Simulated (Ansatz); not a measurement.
**C3H4F4O: basis-set convergence**

Aim: see how fast density functionals converge with the basis set for C3H4F4O.

Method: one geometry, several basis sets; program: Ansatz 0.2.0, Gaussian basis.

The runs, in order: PBE0-D4/def2-SVP; ωB97M-V/def2-SVP; PBE0-D4/def2-QZVPP; ωB97M-V/def2-QZVPP; the functionals' def2-TZVPP values are taken from earlier runs.

## Step 1: The relaxed structure

An earlier PBE0-D4 in a triple-zeta def2 set relaxation fixed the geometry.

SMILES `OC(F)(CF)C(F)F`, 12 atoms, charge 0, spin multiplicity 1.

Atoms are counted from 1 here; the program's logs count them from 0.

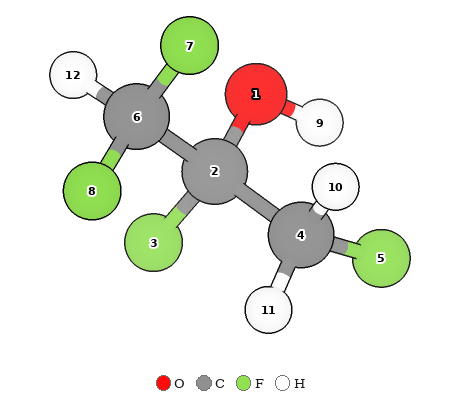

The structure; oxygen red, carbon grey, fluorine green, hydrogen white; atoms are numbered from 1 in the order of the file.

## Step 2: PBE0-D4 in def2-SVP

in.yaml

```yaml
crystal:
  periodic: [false, false, false]
  atoms:
    - {symbol: O, position_ang: [0.492227, 0.707530, 1.369670]}
    - {symbol: C, position_ang: [-0.238311, 0.143182, 0.368182]}
    - {symbol: F, position_ang: [-1.589684, 0.283112, 0.632209]}
    - {symbol: C, position_ang: [0.047608, 0.767119, -0.987991]}
    - {symbol: F, position_ang: [0.096813, 2.138417, -0.823571]}
    - {symbol: C, position_ang: [0.035012, -1.360228, 0.393538]}
    - {symbol: F, position_ang: [1.338167, -1.596599, 0.137468]}
    - {symbol: F, position_ang: [-0.691456, -1.963349, -0.573178]}
    - {symbol: H, position_ang: [0.542433, 1.657915, 1.208191]}
    - {symbol: H, position_ang: [1.016642, 0.429799, -1.360272]}
    - {symbol: H, position_ang: [-0.744517, 0.524691, -1.695921]}
    - {symbol: H, position_ang: [-0.227835, -1.786791, 1.365575]}
basis:
  gaussian: {orbitals: def2-SVP}
hamiltonian: {xc: pbe0, dispersion: d4}
output: {orbitals: {seedname: orbitals}}
```

The run is started by

```bash
ansatz run in.yaml --threads 8 --pin off --events-out ev --progress --plain --max-ram 18278MiB
```

Output:

```text
Functional definition: PBE0
  name "PBE0"
  cite "Adamo & Barone, J. Chem. Phys. 110, 6158 (1999) doi:10.1063/1.478522"
  cite "Perdew, Burke & Ernzerhof, Phys. Rev. Lett. 77, 3865 (1996) doi:10.1103/PhysRevLett.77.3865"
  parent pbe
  parameter a = 0.25
  parameter kappa = 0.804
  parameter beta = 0.06672455060314922
  exchange = (1 - a)*pbe_x(kappa = kappa, mu = beta*pi^2/3) + a*exact_x
  correlation = pbe_c(beta = beta)
1441 factors; their error is unknown
mean field evaluation 1: about -16058.7395 eV, gradient 4.7e1 eV
mean field evaluation 2: about -16057.5275 eV, gradient 5.5e1 eV
mean field evaluation 4: about -16062.2346 eV, gradient 1.6e0 eV
mean field evaluation 8: about -16062.2410 eV, gradient 2.5e-2 eV
mean field evaluation 16: about -16062.2459 eV, gradient 6.9e-5 eV
mean field -16062.24590042 eV, -590.2766494593 hartree, gradient 6.9e-5 eV, S^2 0.000000; 0 other end points of the search recorded, 0 dependent functions left out
reference -16062.24591938 eV, -590.2766501559 hartree; 33, 33 occupied and 99, 99 virtual orbitals, 1441 factors
Total energy: -16062.44263596 eV, -590.2838793570 hartree
```

Run time: 1.1 s. Hardware: 8 threads of Arm Neoverse V1, shared host; peak memory 0.36 GiB.

## Step 3: ωB97M-V in def2-SVP

in.yaml: that of step 2 with these lines changed.

```diff
@@ -17,3 +17,3 @@
   gaussian: {orbitals: def2-SVP}
-hamiltonian: {xc: pbe0, dispersion: d4}
+hamiltonian: {xc: {name: wB97M-V}}
 output: {orbitals: {seedname: orbitals}}
```

Launched as before.

Output, cut to the lines that bear on the results:

```text
Functional definition: wB97M-V
  name "wB97M-V"
  cite "Mardirossian & Head-Gordon, J. Chem. Phys. 144, 214110 (2016) doi:10.1063/1.4952647"
  cite "Becke, J. Chem. Phys. 107, 8554 (1997) doi:10.1063/1.475007"
  cite "Vydrov & Van Voorhis, J. Chem. Phys. 133, 244103 (2010) doi:10.1063/1.3521275"
  # Of w^i u^j: cxij and so on, Table III.
[...]
  gx(w, u) = 1 - cx + cx01*u + cx10*w
  gss(w, u) = css00 + css04*u^4 + css10*w + css20*w^2 + css43*w^4*u^3
  gos(w, u) = cos00 + cos10*w + (cos20 + cos21*u)*w^2 + (cos60 + cos61*u)*w^6
[...]
      + integral(e_c_pw_mod_opposite_spin*gos(b97_w_opposite, b97_u_opposite)) + vv10(b, c)
1441 factors; their error is unknown
280 factors; integrals over basis functions are off by at most 5.1e-6 eV
[...]
mean field -16073.65700628 eV, -590.6959998649 hartree, gradient 2.9e-5 eV, S^2 0.000000; 0 other end points of the search recorded, 0 dependent functions left out
reference -16073.65703735 eV, -590.6960010066 hartree; 33, 33 occupied and 99, 99 virtual orbitals, 1441 factors
Total energy: -16073.65703735 eV, -590.6960010066 hartree
```

It took 4.2 s on 8 threads of Arm Neoverse V1, shared host; peak memory 0.49 GiB.

## Step 4: PBE0-D4 in def2-QZVPP

in.yaml: that of step 3 with these lines changed.

```diff
@@ -16,4 +16,4 @@
 basis:
-  gaussian: {orbitals: def2-SVP}
-hamiltonian: {xc: {name: wB97M-V}}
+  gaussian: {orbitals: "def2-QZVPP.json"}
+hamiltonian: {xc: pbe0, dispersion: d4}
 output: {orbitals: {seedname: orbitals}}
```

Launched as before.

Output:

```text
Functional definition: PBE0
  name "PBE0"
  cite "Adamo & Barone, J. Chem. Phys. 110, 6158 (1999) doi:10.1063/1.478522"
  cite "Perdew, Burke & Ernzerhof, Phys. Rev. Lett. 77, 3865 (1996) doi:10.1103/PhysRevLett.77.3865"
  parent pbe
  parameter a = 0.25
  parameter kappa = 0.804
  parameter beta = 0.06672455060314922
  exchange = (1 - a)*pbe_x(kappa = kappa, mu = beta*pi^2/3) + a*exact_x
  correlation = pbe_c(beta = beta)
1691 factors; their error is unknown
mean field evaluation 1: about -16077.6160 eV, gradient 5.5e1 eV
mean field evaluation 2: about -16075.9632 eV, gradient 6.5e1 eV
mean field evaluation 4: about -16082.3159 eV, gradient 2.7e0 eV
mean field evaluation 8: about -16082.3237 eV, gradient 4.3e-2 eV
mean field evaluation 16: about -16082.3236 eV, gradient 1.4e-4 eV
mean field -16082.32363129 eV, -591.0144924596 hartree, gradient 1.5e-5 eV, S^2 0.000000; 0 other end points of the search recorded, 0 dependent functions left out
reference -16082.32366216 eV, -591.0144935938 hartree; 33, 33 occupied and 543, 543 virtual orbitals, 1691 factors
Total energy: -16082.52037874 eV, -591.0217227949 hartree
```

Wall time 9 s (8 threads of Arm Neoverse V1, shared host); peak memory 2.6 GiB.

## Step 5: ωB97M-V in def2-QZVPP

in.yaml: that of step 4 with these lines changed.

```diff
@@ -17,3 +17,3 @@
   gaussian: {orbitals: "def2-QZVPP.json"}
-hamiltonian: {xc: pbe0, dispersion: d4}
+hamiltonian: {xc: {name: wB97M-V}}
 output: {orbitals: {seedname: orbitals}}
```

Same command.

Output, cut to the lines that bear on the results:

```text
Functional definition: wB97M-V
  name "wB97M-V"
  cite "Mardirossian & Head-Gordon, J. Chem. Phys. 144, 214110 (2016) doi:10.1063/1.4952647"
  cite "Becke, J. Chem. Phys. 107, 8554 (1997) doi:10.1063/1.475007"
  cite "Vydrov & Van Voorhis, J. Chem. Phys. 133, 244103 (2010) doi:10.1063/1.3521275"
  # Of w^i u^j: cxij and so on, Table III.
[...]
  gx(w, u) = 1 - cx + cx01*u + cx10*w
  gss(w, u) = css00 + css04*u^4 + css10*w + css20*w^2 + css43*w^4*u^3
  gos(w, u) = cos00 + cos10*w + (cos20 + cos21*u)*w^2 + (cos60 + cos61*u)*w^6
[...]
      + integral(e_c_pw_mod_opposite_spin*gos(b97_w_opposite, b97_u_opposite)) + vv10(b, c)
1691 factors; their error is unknown
368 factors; integrals over basis functions are off by at most 5.3e-6 eV
[...]
mean field -16094.15456614 eV, -591.4492712958 hartree, gradient 1.7e-5 eV, S^2 0.000000; 0 other end points of the search recorded, 0 dependent functions left out
reference -16094.15461538 eV, -591.4492731054 hartree; 33, 33 occupied and 543, 543 virtual orbitals, 1691 factors
Total energy: -16094.15461538 eV, -591.4492731054 hartree
```

It took 20 s on 8 threads of Arm Neoverse V1, shared host; peak memory 3.1 GiB.

## Step 6: Density functionals: the series

The def2-TZVPP values come from earlier runs at the same geometry.

```csv
functional,basis,functions,energy (eV),from the largest (eV),HOMO (eV),LUMO (eV)
PBE0-D4,def2-SVP,132,-16062.4426,20.078,-9.36,1.48
PBE0-D4,def2-TZVPP,304,-16081.6965,0.824,-9.54,0.78
PBE0-D4,def2-QZVPP,576,-16082.5204,0.000,-9.59,0.45
ωB97M-V,def2-SVP,132,-16073.6570,20.498,-11.74,3.43
ωB97M-V,def2-TZVPP,304,-16093.3725,0.782,-11.94,2.49
ωB97M-V,def2-QZVPP,576,-16094.1546,0.000,-12.00,1.83
```

## Step 7: Results

| quantity | value |
| --- | --- |
| PBE0-D4: double and triple zeta above quadruple | 20.08, 0.82 eV |
| ωB97M-V: double and triple zeta above quadruple | 20.50, 0.78 eV |

PBE0-D4 gains 19.25 eV from double to triple zeta, then 0.82 eV more. These are total energies; as a rule much of such shifts cancels in differences, which this series doesn't test. The LUMO of ωB97M-V is positive and keeps falling with the basis (3.43 to 1.83 eV): an unbound level that the basis holds in place.

For PBE0-D4 the largest set took about 8 times as long as the smallest (9 s against 1.1 s).
